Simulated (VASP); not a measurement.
Band structure of MnS (rock salt, AFM-II order). Level of theory: PBEsol GGA with spin-orbit coupling, VASP's PBE PAW potentials (set 64) (plane waves; VASP 6.6.1).

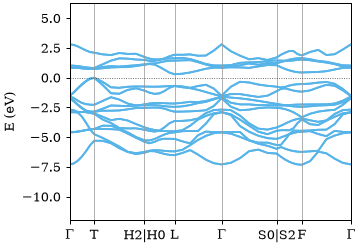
Figure. Bands along high-symmetry lines, zero at the valence-band maximum or, without a gap, the Fermi level

### Question
Read the plot: is there a gap, and where are the band edges?

### Answer
The gap is indirect, 0.30 eV, from the valence maximum at T to the conduction minimum at L.

The compound is MnS in the rock salt, AFM-II order structure. It was relaxed first, which changed the volume by -11 %.
